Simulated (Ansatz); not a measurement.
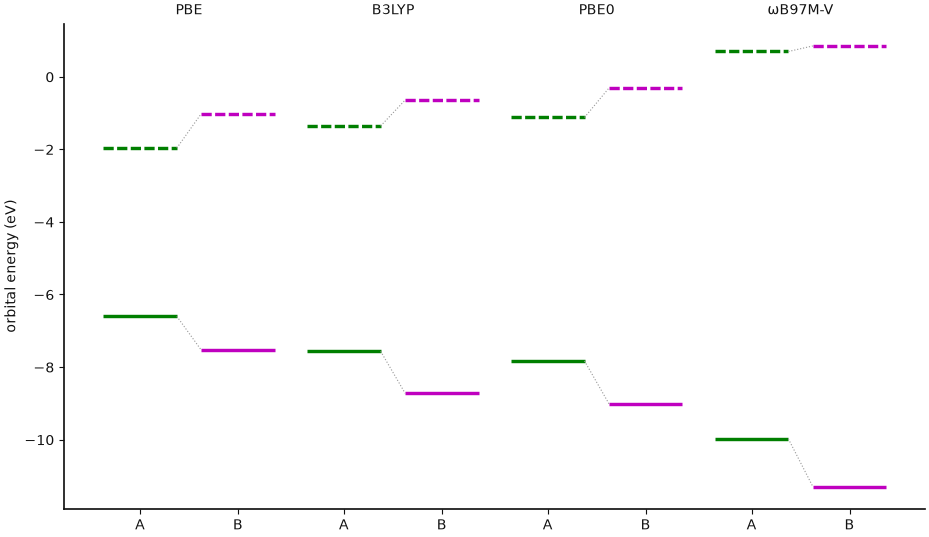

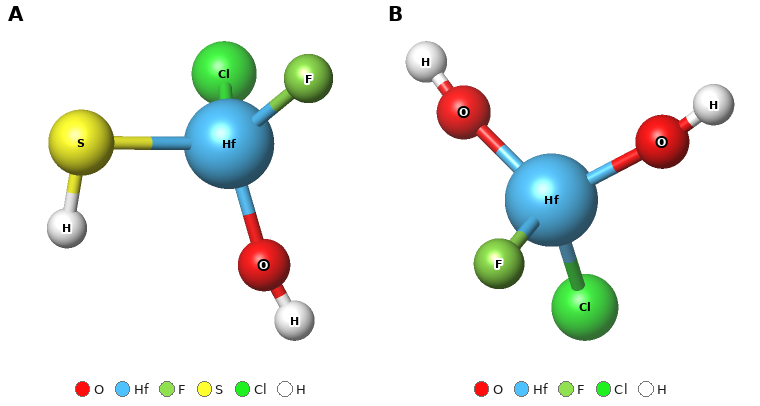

One change: A, HfH₂SOClF (SMILES [OH][Hf@]([F])([SH])[Cl]), becomes B, HfH₂O₂ClF (SMILES [OH][Hf]([OH])([F])[Cl]). SH on Hf is replaced by OH. HOMO (solid) and LUMO (dashed) computed in def2-TZVPP at PBE0-D4/def2-TZVP geometries, both minima by their frequencies, gas phase, the Ansatz code. Empty levels above zero depend strongly on the basis.

> What does the change do to HOMO and LUMO?

PBE: the HOMO falls by 0.93 eV, the LUMO rises by 0.95 eV, and the separation goes from 4.64 to 6.52 eV. B3LYP: the HOMO falls by 1.16 eV, the LUMO rises by 0.71 eV, and the separation goes from 6.21 to 8.08 eV. PBE0: the HOMO falls by 1.18 eV, the LUMO rises by 0.81 eV, and the separation goes from 6.71 to 8.70 eV. ωB97M-V: the HOMO falls by 1.32 eV, the LUMO rises by 0.15 eV, and the separation goes from 10.67 to 12.14 eV.

> Do the functionals agree on the effect?

They agree on the direction for both levels; the HOMO shift lies between −1.32 and −0.93 eV and the LUMO shift between 0.15 and 0.95 eV, while the separations themselves differ by up to 6.0 eV between functionals.

Caveats: core potentials past krypton; spin-orbit coupling is left out, and with Hf it can shift these values.
